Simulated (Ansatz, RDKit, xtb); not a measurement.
# C3H8GeO: ranking a sample of isomers

Which of a sample of isomers of C3H8GeO is the most stable in the gas at 298.15 K, and what are its properties? The sample is small against all isomers, and the most stable one of this formula need not be in it.

The funnel: GFN2-xTB relaxations, single points with a density functional, relaxations at B3LYP/def2-SVP, harmonic vibrations (at GFN2-xTB), and a last energy at a higher level. All values are calculated.

### Step 1. Candidates

Isomers were taken from a list of plausible structures; this is a sample, not all of them. That gives 3 candidates.

| label | SMILES | spin |
| --- | --- | --- |
| c036 | O[C@@H]1C[C@H]1[GeH3] | singlet |
| c821 | O[C]1([GeH3])CC1 | singlet |
| c999 | O[C@@H]1C[C@@H]1[GeH3] | singlet |

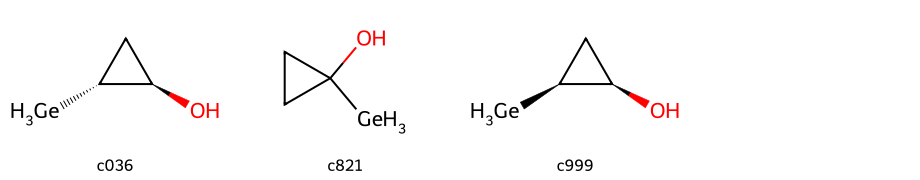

Structural formulas of the candidates.

Candidates are built by distance geometry, with a force field where one applies, in up to four conformers (letters a to d).

### Step 2. Cheap relaxation of all starts

All 3 starts are relaxed the same way. One of them, c821a (taken from a list of positional isomers, embedded by distance geometry and UFF), in full:

The input, start.xyz:

```xyz
13
c821a
C     -1.249892     2.056263     0.647848
C     -2.078762     0.749327     0.631628
C     -2.156814     1.707265    -0.529494
Ge     0.613151     1.864110     0.367212
O     -1.808260     3.042005     1.460572
H     -1.445397     2.863175     2.328465
H      1.152614     3.188667    -0.277365
H      1.339861     1.670602     1.758187
H      0.955301     0.693293    -0.570493
H     -3.021067     0.807749     1.271323
H     -1.536831    -0.177641     0.426994
H     -3.119083     2.231337    -0.581408
H     -1.621898     1.332068    -1.431634
```

The run is started by

```console
xtb start.xyz --gfn 2 --opt
```

What it wrote, cut to the lines that bear on the results:

```text
* xtb version 6.7.1
[...]
          :  # basis functions                  34          :
[...]
          :  # electrons                        30          :
[...]
          :  Hamiltonian                  GFN2-xTB          :
[...]
          :  net charge                          0          :
          :  unpaired electrons                  0          :
[...]
   *** convergence criteria satisfied after 12 iterations ***
[...]
   *** GEOMETRY OPTIMIZATION CONVERGED AFTER 14 ITERATIONS ***
[...]
   *** convergence criteria satisfied after 3 iterations ***
[...]
         ::                     SUMMARY                     ::
         :::::::::::::::::::::::::::::::::::::::::::::::::::::
         :: total energy             -16.446028957192 Eh    ::
         :: gradient norm              0.000795986016 Eh/a0 ::
         :: HOMO-LUMO gap              7.158589269741 eV    ::
         ::.................................................::
         :: SCC energy               -16.618168826078 Eh    ::
         :: -> isotropic ES            0.023326842214 Eh    ::
         :: -> anisotropic ES          0.002258495309 Eh    ::
         :: -> anisotropic XC          0.004403781827 Eh    ::
         :: -> dispersion             -0.007342865125 Eh    ::
         :: repulsion energy           0.172139868885 Eh    ::
         :: add. restraining           0.000000000000 Eh    ::
         :: total charge               0.000000000000 e     ::
         :::::::::::::::::::::::::::::::::::::::::::::::::::::
[...]
        15        2.0000           -0.3913450             -10.6490 (HOMO)
        16                         -0.1282717              -3.4905 (LUMO)
[...]
     #   Z          covCN         q      C6AA      α(0)
     1   6 C        3.692     0.095    19.181     6.267
     2   6 C        3.810    -0.080    22.023     6.680
     3   6 C        3.812    -0.070    21.829     6.650
     4  32 Ge       3.722     0.087   170.091    23.414
     5   8 O        1.662    -0.434    21.515     6.262
     6   1 H        0.805     0.289     0.756     1.366
     7   1 H        0.940    -0.006     3.154     2.777
     8   1 H        0.938    -0.024     3.504     2.927
     9   1 H        0.939    -0.018     3.385     2.876
    10   1 H        0.926     0.039     2.460     2.453
    11   1 H        0.925     0.034     2.530     2.488
    12   1 H        0.926     0.051     2.310     2.377
    13   1 H        0.926     0.037     2.494     2.470
[...]
     #   Z sym  total        # sym  WBO       # sym  WBO       # sym  WBO
 ---------------------------------------------------------------------------
     1   6 C    3.887 --     5 O    0.987     3 C    0.969     2 C    0.958
                             4 Ge   0.843
     2   6 C    3.944 --     3 C    0.986    10 H    0.977    11 H    0.974
                             1 C    0.958
     3   6 C    3.949 --     2 C    0.986    12 H    0.976    13 H    0.975
                             1 C    0.969
     4  32 Ge   3.564 --     8 H    0.867     7 H    0.867     9 H    0.864
                             1 C    0.843
     5   8 O    2.019 --     1 C    0.987     6 H    0.900
     6   1 H    0.917 --     5 O    0.900
     7   1 H    1.000 --     4 Ge   0.867
     8   1 H    0.999 --     4 Ge   0.867
     9   1 H    1.000 --     4 Ge   0.864
[...]
molecular dipole:
                 x           y           z       tot (Debye)
 q only:        0.142      -0.431       0.173
   full:       -0.114      -0.546       0.318       1.632
molecular quadrupole (traceless):
[...]
          | TOTAL ENERGY              -16.446028957192 Eh   |
          | GRADIENT NORM               0.000795986016 Eh/α |
          | HOMO-LUMO GAP               7.158589269741 eV   |
           -------------------------------------------------
[...]
```

Run time: 0.45 s. Hardware: 2 threads of AMD EPYC (Zen 3), shared host.

### Step 3. What the search left

3 of the 3 relaxations converged. 3 distinct structures remain:

| label | start | SMILES after | spin | energy (kcal/mol) |
| --- | --- | --- | --- | --- |
| c999a | drawn | O[C@@H]1C[C@@H]1[GeH3] | singlet | 0.0 |
| c821a | drawn | O[C]1([GeH3])CC1 | singlet | 2.2 |
| c036a | drawn | O[C@@H]1C[C@H]1[GeH3] | singlet | 2.9 |

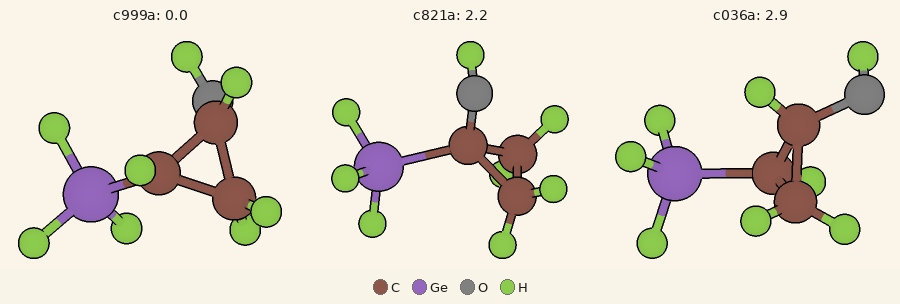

The 3 lowest minima that did not fall apart, with their GFN2-xTB energies in kcal/mol.

### Step 4. Second filter: single points

A choice of the minima (the low ones first, few conformers of a pattern, up to a cap) and the lowest that fell apart get a single point at r2SCAN-D4/def2-SVP on the tight-binding geometry, and one at HF/STO-3G for comparison. The lowest singlets are also tried as triplets at the same geometry (label ending in t). The first, c999a:

The input, input.yaml:

```yaml
crystal:
  periodic: [false, false, false]
  atoms:
    - {symbol: C, position_ang: [-1.124178, 2.573460, 1.292880]}
    - {symbol: C, position_ang: [0.204265, 2.431942, 0.642694]}
    - {symbol: C, position_ang: [-0.623017, 1.206467, 0.933001]}
    - {symbol: Ge, position_ang: [-1.591875, 0.427244, -0.574119]}
    - {symbol: O, position_ang: [-2.146466, 3.077023, 0.482234]}
    - {symbol: H, position_ang: [-2.996575, 2.873387, 0.886878]}
    - {symbol: H, position_ang: [-1.173771, 2.891076, 2.331199]}
    - {symbol: H, position_ang: [0.275072, 2.760900, -0.383094]}
    - {symbol: H, position_ang: [1.086034, 2.619820, 1.236586]}
    - {symbol: H, position_ang: [-0.278793, 0.560466, 1.730233]}
    - {symbol: H, position_ang: [-1.438887, 1.255460, -1.800486]}
    - {symbol: H, position_ang: [-3.049638, 0.290148, -0.260071]}
    - {symbol: H, position_ang: [-1.087142, -0.952750, -0.863612]}
basis:
  gaussian:
    orbitals: def2-SVP
hamiltonian:
  xc: {name: r2SCAN}
  dispersion: d4
scf:
  lower_state_search: off
output:
  orbitals: {seedname: orbitals}
```

The run is started by

```console
ansatz run input.yaml --threads 2 --pin off --max-ram 5220MiB --events-out events.jsonl --progress --plain --runs-dir runs
```

What it wrote, cut to the lines that bear on the results:

```text
Warning: RAYON_NUM_THREADS=2 ignored (pool sized by the plan → 2); use --threads N
Functional definition: r2SCAN
  name "r2SCAN"
[...]
1432 factors; their error is unknown
[...]
mean field -61791.14271338 eV, -2270.7826111759 hartree, gradient 9.1e-6 eV, S^2 0.000000; 0 other end points of the search recorded, 0 dependent functions left out
reference -61791.14272427 eV, -2270.7826115761 hartree; 33, 33 occupied and 95, 95 virtual orbitals, 1432 factors
Total energy: -61791.21049419 eV, -2270.7851020745 hartree
Checks for a lower state left out: stability, starts, cluster_reference, orbital_swaps, neighbouring_geometries, increment
```

Wall time 7.2 s (2 threads of AMD EPYC (Zen 3), shared host).

Relative energies in kcal/mol, each column from its lowest structure that stays in one piece:

| label | SMILES | spin | GFN2-xTB | HF/STO-3G | r2SCAN-D4/def2-SVP |
| --- | --- | --- | --- | --- | --- |
| c999a | O[C@@H]1C[C@@H]1[GeH3] | singlet | 0.0 | 0.8 | 0.0 |
| c036a | O[C@@H]1C[C@H]1[GeH3] | singlet | 2.9 | 0.0 | 0.5 |
| c821a | O[C]1([GeH3])CC1 | singlet | 2.2 | 2.8 | 1.8 |
| c821at | O[C]1([GeH3])CC1 | triplet | – | – | 148.6 |
| c999at | O[C@@H]1C[C@@H]1[GeH3] | triplet | – | – | 158.2 |

### Step 5. Third filter: density-functional geometries

3 candidates are relaxed at B3LYP/def2-SVP (chosen among the lowest in one piece). The first, c999a:

Changes to input.yaml since step 4:

```diff
@@ -17,10 +17,5 @@
 basis:
-  gaussian:
-    orbitals: def2-SVP
-hamiltonian:
-  xc: {name: r2SCAN}
-  dispersion: d4
-scf:
-  lower_state_search: off
-output:
-  orbitals: {seedname: orbitals}
+  gaussian: {orbitals: def2-SVP}
+relax: {f_tol: 0.006}
+hamiltonian: {xc: {name: B3LYP}}
+scf: {lower_state_search: off}
```

The run is started by

```console
ansatz run input.yaml --threads 2 --pin off --max-ram 5220MiB --events-out events.jsonl --progress --plain --runs-dir runs
```

What it wrote, cut to the lines that bear on the results:

```text
Warning: RAYON_NUM_THREADS=2 ignored (pool sized by the plan → 2); use --threads N
[...]
Functional definition: B3LYP
  name "B3LYP"
[...]
1423 factors; integrals over basis functions are off by at most 2.9e-4 eV
[...]
mean field -61795.56437674 eV, -2270.9451043073 hartree, gradient 4.5e-6 eV, S^2 0.000000; 0 other end points of the search recorded, 0 dependent functions left out
[...]
reference -61795.56464075 eV, -2270.9451140096 hartree; 33, 33 occupied and 95, 95 virtual orbitals, 1423 factors
relax step   1: F+E_penalty+E_count = -61795.56437674 eV  Δ(F+E_penalty+E_count) = +0.000e0 eV  max|allowed force component| = 8.810e-1 eV/Å  Δτ_max = 0.0000 Å  (15 SCF iters, accepted)
[...]
relax step   3: F+E_penalty+E_count = -61795.71637051 eV  Δ(F+E_penalty+E_count) = -1.495e-2 eV  max|allowed force component| = 1.690e-1 eV/Å  Δτ_max = 0.0754 Å  (18 SCF iters, accepted)
[...]
Atom 4 at    -2.128226     3.266937     0.601029 Å, force     0.000493    -0.000293    -0.000235 eV/Å
Atom 5 at    -2.984534     2.947963     0.917764 Å, force     0.000530    -0.000456     0.000035 eV/Å
Atom 6 at    -1.124709     2.820874     2.402429 Å, force    -0.000981     0.000046     0.000994 eV/Å
Atom 7 at     0.251775     2.864470    -0.377889 Å, force     0.000913    -0.000993     0.000582 eV/Å
Atom 8 at     1.102719     2.591790     1.232457 Å, force    -0.000708     0.000796    -0.000178 eV/Å
Atom 9 at    -0.337489     0.558909     1.669893 Å, force    -0.001794     0.000405     0.000077 eV/Å
Atom 10 at    -1.409199     1.141074    -1.920942 Å, force    -0.000119    -0.000598    -0.000215 eV/Å
Atom 11 at    -3.102531     0.218740    -0.311248 Å, force    -0.000071     0.000314    -0.000023 eV/Å
Atom 12 at    -1.012004    -1.068846    -0.790875 Å, force    -0.000736     0.000429     0.000322 eV/Å
Dipole moment:    -0.031071    -0.084023     0.316854 e Å
Checks for a lower state left out: stability, starts, cluster_reference, orbital_swaps, neighbouring_geometries, increment
```

Wall time 86 s (2 threads of AMD EPYC (Zen 3), shared host).

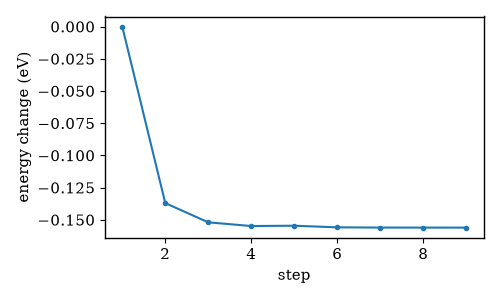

Energy along the run, all evaluated steps.

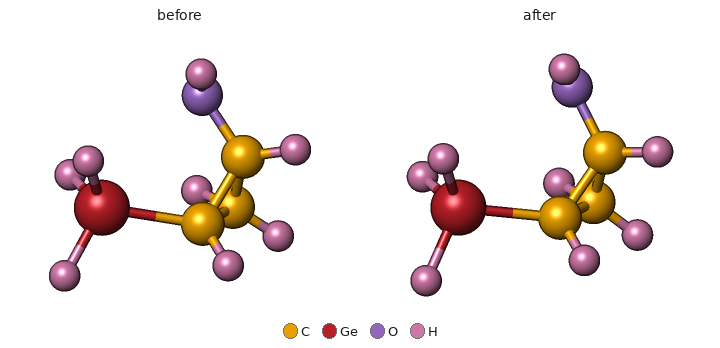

Before and after, at one scale.

After the run. Bond lengths: C1–C2 1.490 Å, C1–C3 1.514 Å, C2–C3 1.524 Å, C3–Ge4 1.958 Å, C1–O5 1.397 Å, O5–H6 0.967 Å, C1–H7 1.100 Å, C2–H8 1.094 Å, C2–H9 1.094 Å, C3–H10 1.096 Å, Ge4–H11 1.541 Å, Ge4–H12 1.547 Å, Ge4–H13 1.545 Å. Some angles: C1–C2–C3 60.3°, C2–C1–C3 61.0°, C2–C1–O5 116.2°, C3–C1–O5 119.2°, C1–C3–C2 58.7°, C1–C3–Ge4 119.5°, C2–C3–Ge4 120.9°, C1–C2–H8 116.2°, C1–C2–H9 118.7°, C3–C2–H8 117.8°.

### Step 6. The relaxed candidates

| label | spin | r2SCAN-D4/def2-SVP (kcal/mol) | B3LYP/def2-SVP, relaxed (kcal/mol) | time |
| --- | --- | --- | --- | --- |
| c999a | singlet | 0.0 | 0.0 | 86 s |
| c036a | singlet | 0.5 | 1.1 | 61 s |
| c821a | singlet | 1.8 | 2.6 | 76 s |

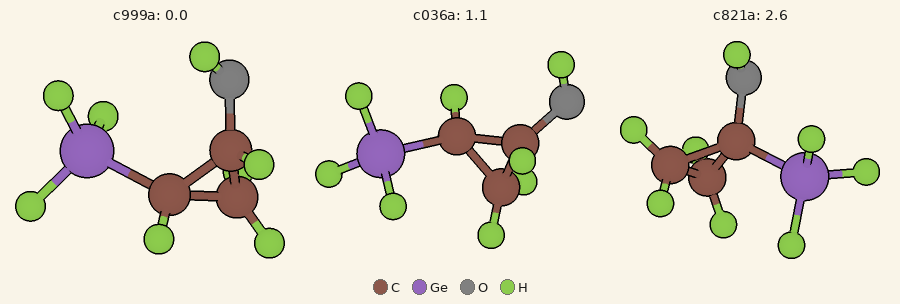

The relaxed structures, with energies at B3LYP/def2-SVP in kcal/mol.

(Part 1 of 2 ends here.)
